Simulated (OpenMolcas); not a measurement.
**Multiconfigurational calculation for Eu³⁺ complex (part 2 of 2)**

The same run, continued: Eu³⁺ with 8 ligands (F; cube, 2.477 Å), embedded in CaF2 by model potentials and point charges, whose field is part of the energies. Method: state-averaged CASSCF, active space 6 electrons in the shell 4f, basis ANO-RCC-VDZP on the metal and ANO-RCC-VDZP on the ligands, DKH2 scalar Hamiltonian, spin-orbit coupling by RASSI with atomic mean-field integrals (OpenMolcas).

## The program's output (extracts), continued
```
--- RASSI ---
SPIN-FREE ENERGIES:
  (Shifted by EMIN (a.u.) =     -11633.2866651773)

 SF State       Relative EMIN(au)   Rel lowest level(eV)    D:o, cm**(-1)

     1             0.0000000000        0.0000000000              0.0000
     2             0.0026578082        0.0723226454            583.3215
     3             0.0026578082        0.0723226454            583.3215
     4             0.0026578082        0.0723226454            583.3215
     5             0.0031330741        0.0852552891            687.6303
     6             0.0031330741        0.0852552891            687.6303
     7             0.0031330741        0.0852552891            687.6303
     8             0.1124437037        3.0597490519          24678.5404
     9             0.1124437037        3.0597490519          24678.5404
    10             0.1128026701        3.0695170258          24757.3244
    11             0.1128026701        3.0695170258          24757.3244
    12             0.1128026701        3.0695170258          24757.3244
    13             0.1272455491        3.4625277850          27927.1700
    14             0.1272455491        3.4625277850          27927.1700
    15             0.1273234051        3.4646463539          27944.2574
    16             0.1273234051        3.4646463539          27944.2574
    17             0.1273234051        3.4646463539          27944.2574
    18             0.1275328490        3.4703456127          27990.2250
    19             0.1289095583        3.5078077804          28292.3778
    20             0.1289095583        3.5078077804          28292.3778
    21             0.1289095583        3.5078077804          28292.3778
    22             0.1291428607        3.5141562628          28343.5817
    23             0.1291428607        3.5141562628          28343.5817
    24             0.1291428607        3.5141562628          28343.5817
    25             0.1294141282        3.5215378291          28403.1181
    26             0.1294141282        3.5215378291          28403.1181
    27             0.1294141282        3.5215378291          28403.1181
    28             0.1294259849        3.5218604650          28405.7203
    29             0.1294259849        3.5218604650          28405.7203
    30             0.1341711627        3.6509833300          29447.1665
    31             0.1341711627        3.6509833300          29447.1665
    32             0.1341711627        3.6509833300          29447.1665
    33             0.1342863327        3.6541172658          29472.4434
    34             0.1342863327        3.6541172658          29472.4434
    35             0.1347270471        3.6661097169          29569.1690
    36             0.1347270471        3.6661097169          29569.1690
    37             0.1347270471        3.6661097169          29569.1690
    38             0.1354957702        3.6870277382          29737.8842
    39             0.1541849918        4.1955873650          33839.6942
    40             0.1541849918        4.1955873650          33839.6942
Eigenvalues of complex Hamiltonian:
   -----------------------------------
  (Shifted by EMIN (a.u.) =     -11633.2866651773)

 SO State       Relative EMIN(au)   Rel lowest level(eV)    D:o, cm**(-1)

     1            -0.0152203995        0.0000000000              0.0000
     2            -0.0136514457        0.0426934074            344.3456
     3            -0.0136514457        0.0426934084            344.3456
     4            -0.0136514458        0.0426934066            344.3455
     5            -0.0110204223        0.1142872010            921.7884
     6            -0.0110204224        0.1142872007            921.7884
     7            -0.0110204224        0.1142872005            921.7884
     8            -0.0102511020        0.1352214738           1090.6347
     9            -0.0102511020        0.1352214740           1090.6347
    10            -0.0067905831        0.2293869901           1850.1308
    11            -0.0067905831        0.2293869899           1850.1308
    12            -0.0067905831        0.2293869896           1850.1308
    13            -0.0067479990        0.2305457631           1859.4770
    14            -0.0067479990        0.2305457632           1859.4770
    15            -0.0067479990        0.2305457630           1859.4770
    16            -0.0062314232        0.2446025062           1972.8523
    17            -0.0032947705        0.3245128976           2617.3730
    18            -0.0021957897        0.3544176869           2858.5714
    19            -0.0021957897        0.3544176888           2858.5714
    20            -0.0021957897        0.3544176880           2858.5714
    21            -0.0017710112        0.3659764992           2951.7995
    22            -0.0017710112        0.3659764989           2951.7995
    23            -0.0017710113        0.3659764986           2951.7995
    24            -0.0014186387        0.3755650448           3029.1364
    25            -0.0014186387        0.3755650449           3029.1364
    26             0.0025847415        0.4845025705           3907.7768
    27             0.0025847415        0.4845025703           3907.7768
    28             0.0025847415        0.4845025702           3907.7768
    29             0.0031717543        0.5004760023           4036.6112
    30             0.0031717544        0.5004760034           4036.6112
    31             0.0031717544        0.5004760028           4036.6112
    32             0.0035703978        0.5113236435           4124.1033
    33             0.0035703978        0.5113236435           4124.1033
    34             0.0035975100        0.5120614048           4130.0538
    35             0.0035975100        0.5120614048           4130.0538
    36             0.0035975100        0.5120614048           4130.0538
    37             0.0085262624        0.6461795888           5211.7899
    38             0.0086132647        0.6485470430           5230.8847
    39             0.0086132647        0.6485470420           5230.8847
    40             0.0086132647        0.6485470413           5230.8847
    41             0.0086329516        0.6490827500           5235.2054
Weights of the five most important spin-orbit-free states for each spin-orbit state.

 SO State  Total energy (au)           Spin-free states, spin, and weights
 -------------------------------------------------------------------------------------------------------
    1        -0.015220       1 3.0  0.1883    5 3.0  0.1303    6 3.0  0.1303    7 3.0  0.1303    2 3.0  0.1254
    2        -0.013651       6 3.0  0.2296    1 3.0  0.2034    4 3.0  0.1635    2 3.0  0.1547    5 3.0  0.0867
    3        -0.013651       7 3.0  0.2886    1 3.0  0.2034    3 3.0  0.1492    4 3.0  0.1296    2 3.0  0.0871
    4        -0.013651       5 3.0  0.2739    1 3.0  0.2034    3 3.0  0.1691    2 3.0  0.1240    6 3.0  0.0914
    5        -0.011020       1 3.0  0.3554    7 3.0  0.2316    4 3.0  0.1547    6 3.0  0.1298    5 3.0  0.0607
    6        -0.011020       1 3.0  0.3554    6 3.0  0.1546    5 3.0  0.1409    7 3.0  0.1266    3 3.0  0.1257
    7        -0.011020       1 3.0  0.3554    5 3.0  0.2205    2 3.0  0.1467    6 3.0  0.1377    7 3.0  0.0640
    8        -0.010251       3 3.0  0.2301    2 3.0  0.2073    4 3.0  0.2022    6 3.0  0.1760    7 3.0  0.0839
    9        -0.010251       4 3.0  0.2242    2 3.0  0.2191    3 3.0  0.1963    5 3.0  0.1489    7 3.0  0.1381
   10        -0.006791       1 3.0  0.2375    4 3.0  0.1746    3 3.0  0.1638    7 3.0  0.1433    6 3.0  0.1433
   11        -0.006791       1 3.0  0.2375    4 3.0  0.1667    2 3.0  0.1617    7 3.0  0.1434    5 3.0  0.1433
   12        -0.006791       1 3.0  0.2375    2 3.0  0.1767    3 3.0  0.1646    6 3.0  0.1434    5 3.0  0.1433
```

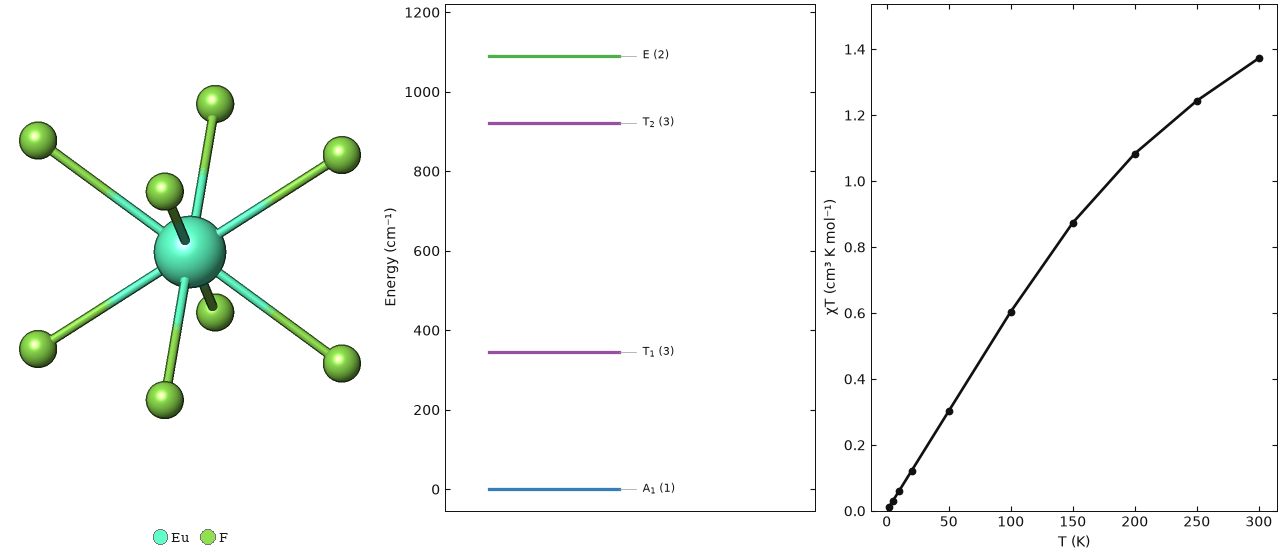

**Figure 1.** Eu³⁺ (4f⁶) as a dopant in CaF₂, a cluster with its 8 nearest F⁻ at 2.477 Å (cube) embedded in model potentials and point charges; the geometry was set, not optimised, and its levels and susceptibility. Labels give the representation in O, Td, D4 or D3 as the site allows (double group for half-integer spin) where it could be assigned and, in brackets, the degeneracy; spin-free states, where drawn, share the zero of the spin-orbit levels. Powder susceptibility by Van Vleck's formula. The ground level is A₁, non-degenerate, 96 % from states of spin multiplicity 7 (of the 140 states of multiplicity 5, 77 enter the spin-orbit step), effective J = 0.12, with |mJ| = 0 the largest share (100 %). The next level lies at 344 cm⁻¹ (T₁). χT is 0.0121 cm³ K mol⁻¹ at 2 K and 1.37 at 300 K, an effective moment of 3.31 μB. The active orbitals hold 99 to 100 % metal character (Löwdin), and the Mulliken charge of the metal is +2.37.

## Results in brief

```
                                 quantity                                                                 value
                                  outcome                                                             converged
      energy of the lowest spin-free term                                                  −11633.28667 hartree
    energy of the lowest spin-orbit level                                                  −11633.30189 hartree
largest spread among components of a term                                                              0.0 cm⁻¹
                                 hardware  1 thread of Arm Neoverse N1, 24 GiB of memory available, shared host
                                wall time                                                                 3 min
                              peak memory                                                               0.6 GiB
```

## Notes

Without dynamic correlation the splittings between terms come out too large, often by 20 to 50 %. Limits: high states of lower spin left out of the spin-orbit mixing; the geometry is set by hand, with no relaxation; spin-free states above about 45,000 cm⁻¹ are left out of the spin-orbit step.
